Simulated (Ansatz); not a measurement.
# Work function of Li(111): what the settings cost and change, part 2 of 2

Aim: the numerical settings behind the work function of Li(111), with the cost of each.

Ansatz 0.2.0; plane-wave DFT, PBE, Ansatz PAW.

So far. Step 9 (Run): The work function is 2.887 eV, -0.000 eV from the run “cutoff 420 eV”, at 1.9 times its CPU time.

**10. Run**

The input, input.yaml:

```yaml
crystal:
  lattice:
    - [4.9356053327, 0.0, 0.0]
    - [2.4678026663, 4.2743596012, 0.0]
    - [0.0, 0.0, 28.0747621974]
  atoms:
    - { symbol: Li, position: [0.6666666667, 0.6666666667, 0.3205726174] }
    - { symbol: Li, position: [0.0, 0.0, 0.3564580939] }
    - { symbol: Li, position: [0.3333333333, 0.3333333333, 0.3923435704] }
    - { symbol: Li, position: [0.6666666667, 0.6666666667, 0.428229047] }
    - { symbol: Li, position: [0.0, 0.0, 0.4641145235] }
    - { symbol: Li, position: [0.3333333333, 0.3333333333, 0.5] }
    - { symbol: Li, position: [0.6666666667, 0.6666666667, 0.5358854765] }
    - { symbol: Li, position: [0.0, 0.0, 0.571770953] }
    - { symbol: Li, position: [0.3333333333, 0.3333333333, 0.6076564296] }
    - { symbol: Li, position: [0.6666666667, 0.6666666667, 0.6435419061] }
    - { symbol: Li, position: [0.0, 0.0, 0.6794273826] }
kpoints:
  mp_grid: { grid: [10, 10, 1] }
hamiltonian:
  xc: pbe
scf:
  occupations: { method: gaussian, width: 0.05 }
  convergence: { dr2_threshold: 1.0e-09 }
efield:
  axis: 3
  dipole_correction: true
  ramp_position: 0.97
  ramp_width: 0.06
output:
  write_potential: true
  write_density: true
  volumetric_format: npy
```

Launch:

```console
$ ansatz run input.yaml --threads 2 --pin off --max-ram 3072MiB --backend cpu --events-out ev --progress --plain --runs-dir out
```

Numbers of over 12 decimals in the logs are rounded to 6 here.

The log of the run:

```text
[...]
Crystal: 11 atoms, lattice volume = 592.281 Å³
Basis set: ecut = 420 eV, 11595 PW (Γ)
Bands: 28, of which v1, the nominal top of the filled ones, is band 17 counted from 1 (16 counted from 0)
Symmetry: 6 space group operations
k-points: 14 of 100 (time reversal used)
[...]
k-point 1: bands = [... 13 lower, -3.2824, -2.2720, -1.2414, -0.1642, 0.2426, 0.4267, 0.7501, 0.9905, ... 7 higher]
  k-point 2: bands = [... 13 lower, -3.0924, -2.0802, -1.0641, -0.7162, -0.2722, -0.1358, 0.0473, 0.4612, ... 7 higher]
  k-point 13: bands = [... 13 lower, -2.3981, -2.3723, -1.9292, -1.8267, -1.6382, -1.0932, -0.9943, -0.6835, ... 7 higher]
[key lines of the parts left out:]
SCF converged after 8 iterations
Free energy (F): -2250.117470 eV
Fermi energy:    -1.247750 eV
Dipole field:    D = -0.000002 V/Å  (p = -0.000006 e·Å, saw-weighted, corrected)
Work function:   Φ+ = 2.8252 eV   Φ− = 2.8252 eV
```

It took 31 s on 2 threads of Arm Neoverse N1, shared host; peak memory 0.72 GiB.

The work function is 2.825 eV, -0.062 eV from the run “cutoff 420 eV”, at 0.93 times its CPU time.

**11. Run**

input.yaml, as its differences from that of step 10:

```diff
@@ -22,3 +22,3 @@
 scf:
-  occupations: { method: gaussian, width: 0.05 }
+  occupations: { method: methfessel_paxton, width: 0.2 }
   convergence: { dr2_threshold: 1.0e-09 }
```

The log of the run:

```text
[...]
Crystal: 11 atoms, lattice volume = 592.281 Å³
Basis set: ecut = 420 eV, 11595 PW (Γ)
Bands: 28, of which v1, the nominal top of the filled ones, is band 17 counted from 1 (16 counted from 0)
Symmetry: 6 space group operations
k-points: 14 of 100 (time reversal used)
[...]
k-point 1: bands = [... 13 lower, -3.2678, -2.2592, -1.2307, -0.1540, 0.2617, 0.4457, 0.7653, 0.9971, ... 7 higher]
  k-point 2: bands = [... 13 lower, -3.0777, -2.0672, -1.0531, -0.6971, -0.2556, -0.1168, 0.0592, 0.4787, ... 7 higher]
  k-point 13: bands = [... 13 lower, -2.3790, -2.3529, -1.9112, -1.8088, -1.6227, -1.0767, -0.9795, -0.6694, ... 7 higher]
[key lines of the parts left out:]
SCF converged after 7 iterations
Free energy (F): -2250.105395 eV
Fermi energy:    -1.270487 eV
Dipole field:    D = 0.000000 V/Å  (p = 0.000001 e·Å, saw-weighted, corrected)
Work function:   Φ+ = 2.8339 eV   Φ− = 2.8339 eV
```

Run time: 33 s. Hardware: 2 threads; peak memory 0.71 GiB.

The work function is 2.834 eV, -0.053 eV from the run “cutoff 420 eV”, at 0.92 times its CPU time.

**12. Slab**

input.yaml, as its differences from that of step 11:

```diff
@@ -22,3 +22,3 @@
 scf:
-  occupations: { method: methfessel_paxton, width: 0.2 }
+  occupations: { method: fermi_dirac, width: 0.3 }
   convergence: { dr2_threshold: 1.0e-09 }
```

The log of the run:

```text
band count auto-derived: 33 (N_el = 33.0; filled up to band 17; 28 by the electrons, moments and atoms)
[...]
Crystal: 11 atoms, lattice volume = 592.281 Å³
Basis set: ecut = 420 eV, 11595 PW (Γ)
Bands: 33, of which v1, the nominal top of the filled ones, is band 17 counted from 1 (16 counted from 0)
Symmetry: 6 space group operations
[...]
k-point 1: bands = [... 13 lower, -3.3449, -2.3244, -1.2864, -0.2073, 0.1744, 0.3587, 0.6948, 0.9505, ... 12 higher]
  k-point 2: bands = [... 13 lower, -3.1550, -2.1330, -1.1100, -0.7845, -0.3312, -0.2040, -0.0011, 0.3995, ... 12 higher]
  k-point 13: bands = [... 13 lower, -2.4646, -2.4413, -1.9906, -1.8896, -1.7020, -1.1591, -1.0570, -0.7408, ... 12 higher]
[key lines of the parts left out:]
SCF converged after 7 iterations
Free energy (F): -2250.918655 eV
Fermi energy:    -1.423730 eV
Dipole field:    D = 0.000000 V/Å  (p = 0.000000 e·Å, saw-weighted, corrected)
Work function:   Φ+ = 3.0573 eV   Φ− = 3.0573 eV
```

The job ended after 39 s (2 threads; peak memory 0.76 GiB; 62 s of CPU time).

The work function is 3.057 eV, +0.170 eV from the run “cutoff 420 eV”, at 1.1 times its CPU time.

**13. Slab**

input.yaml, as its differences from that of step 12:

```diff
@@ -22,3 +22,3 @@
 scf:
-  occupations: { method: fermi_dirac, width: 0.3 }
+  occupations: { method: cold, width: 0.1 }
   convergence: { dr2_threshold: 1.0e-09 }
```

The log of the run:

```text
[...]
Crystal: 11 atoms, lattice volume = 592.281 Å³
Basis set: ecut = 420 eV, 11595 PW (Γ)
Bands: 28, of which v1, the nominal top of the filled ones, is band 17 counted from 1 (16 counted from 0)
Symmetry: 6 space group operations
k-points: 14 of 100 (time reversal used)
[...]
k-point 1: bands = [... 13 lower, -3.2636, -2.2563, -1.2276, -0.1510, 0.2637, 0.4477, 0.7668, 0.9993, ... 7 higher]
  k-point 2: bands = [... 13 lower, -3.0735, -2.0643, -1.0500, -0.6951, -0.2542, -0.1148, 0.0622, 0.4801, ... 7 higher]
  k-point 13: bands = [... 13 lower, -2.3773, -2.3510, -1.9102, -1.8075, -1.6187, -1.0729, -0.9755, -0.6665, ... 7 higher]
[key lines of the parts left out:]
SCF converged after 9 iterations
Free energy (F): -2250.117286 eV
Fermi energy:    -1.257629 eV
Dipole field:    D = 0.000008 V/Å  (p = 0.000026 e·Å, saw-weighted, corrected)
Work function:   Φ+ = 2.8181 eV   Φ− = 2.8183 eV
```

The job ended after 32 s (2 threads; peak memory 0.71 GiB; 53 s of CPU time).

The work function is 2.818 eV, -0.069 eV from the run “cutoff 420 eV”, at 0.96 times its CPU time.

**14. Side by side**

Times are for 2 threads of Arm Neoverse N1, shared host. The runs compared:

```
no.                            setting  work function, upper face (eV)   time  memory (GiB)
  1                      cutoff 200 eV                           2.900   13 s          0.39
  2                      cutoff 300 eV                           2.887   21 s          0.51
  3                      cutoff 420 eV                           2.887   35 s          0.71
  4                      cutoff 600 eV                           2.887   61 s           1.0
  5                           mesh 2x2                           2.857  6.9 s          0.54
  6                           mesh 3x3                           3.012   11 s          0.52
  7                           mesh 7x7                           2.893   22 s          0.61
  8                         mesh 15x15                           2.887   65 s          0.88
  9          Gaussian smearing 0.05 eV                           2.825   31 s          0.72
 10  methfessel_paxton smearing 0.2 eV                           2.834   33 s          0.71
 11        fermi_dirac smearing 0.3 eV                           3.057   39 s          0.76
 12               cold smearing 0.1 eV                           2.818   32 s          0.71
```

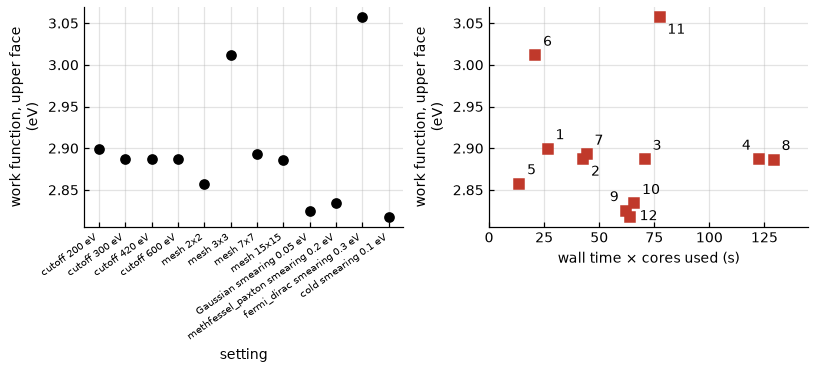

The series as plots; the last panel sets the first result against cost, with the runs numbered as in the table.

**15. A changed input**

An input spoilt on purpose, to show how the run answers: it repeats the earlier run “cutoff 200 eV” with crystal.atoms[0].spin to 2.0, and scf.max_iter set to 50; its output block differs too.

input.yaml, as its differences from that of step 13:

```diff
@@ -6,3 +6,3 @@
   atoms:
-    - { symbol: Li, position: [0.6666666667, 0.6666666667, 0.3205726174] }
+    - { symbol: Li, position: [0.6666666667, 0.6666666667, 0.3205726174], spin: 2.0 }
     - { symbol: Li, position: [0.0, 0.0, 0.3564580939] }
@@ -22,4 +22,5 @@
 scf:
-  occupations: { method: cold, width: 0.1 }
+  occupations: { method: fermi_dirac, width: 0.1 }
   convergence: { dr2_threshold: 1.0e-09 }
+  max_iter: 50
 efield:
@@ -29,2 +30,4 @@
   ramp_width: 0.06
+basis:
+  ecutwfc: "200 eV"
 output:
```

The log of the run:

```text
Error: inconsistent input (magnetization.spin_polarized): false but per-atom `spin:`, `per_species`, `initial_magnetization`, `magnetic_field`, or `spin_locking` is set
```

Elapsed: 0.02 s, on 2 threads; peak memory 0.08 GiB.

The input was rejected at the start.

The program's message: “Error: inconsistent input (magnetization.spin_polarized): false but per-atom `spin:`, `per_species`, `initial_magnetization`, `magnetic_field`, or `spin_locking` is set”

The fault put into the input: a moment without spin polarisation.

**16. What came out**

| Property | Result |
| --- | --- |
| work function, cutoff 420 eV | 2.887 eV |
| work function, cutoff 600 eV | 2.887 eV |
| work function, fermi_dirac smearing 0.3 eV | 3.057 eV |
| work function, cold smearing 0.1 eV | 2.818 eV |

The run at the highest cutoff gives 2.89 eV, and the settings tried spread the value from 2.82 to 3.06 eV. Against 600 eV, a cutoff of 200 eV is off by +0.013 eV. Against 600 eV, a cutoff of 420 eV is off by -0.000 eV. Against the finest mesh, 15 points along a, the coarser ones are off by -0.03 (2), +0.13 (3) and +0.01 (7) eV. The smearing schemes and widths spread it over 0.24 eV. The ladder's slabs use the tabulated experimental lattice constant (two decimals; a low-temperature value for the alkali metals).

[Logs are printed without paths, hosts, clocks, repeated set-up lines and the standing remarks that a program may print on its own settings, such as how far it seeks lower states.]

[Hosts, paths, dates, database ids (printed as entryN), source tags and the programs' standing remarks are cut or masked in the printed files.]

[Maps of the electrostatic potential energy from Ansatz leave out the sawtooth potential of an applied field or a dipole correction, so their vacuum need not be flat; planar profiles and work functions include it.]
